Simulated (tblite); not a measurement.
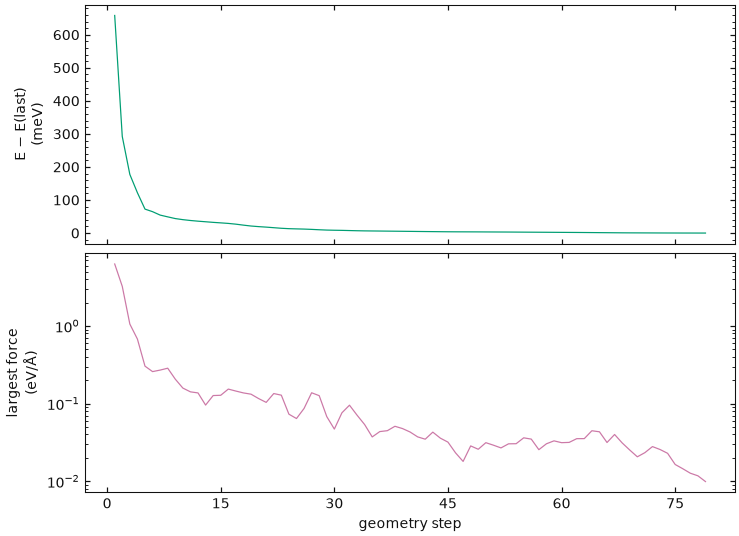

History of a geometry optimisation.

- system: C₄H₆F₃O₂P (SMILES CC[P@](=O)(O)C(F)=C(F)F)
- method: GFN2-xTB geometry optimisation, gas phase (tblite 0.8.0)

Question: How did the optimisation end?

Answer: The optimisation met its thresholds at geometry 79, counting the start as the first. The energy fell by about 660 meV from the first step to the last. The largest force goes from about 6.3 eV/Å at the start to 0.01 eV/Å at the end.
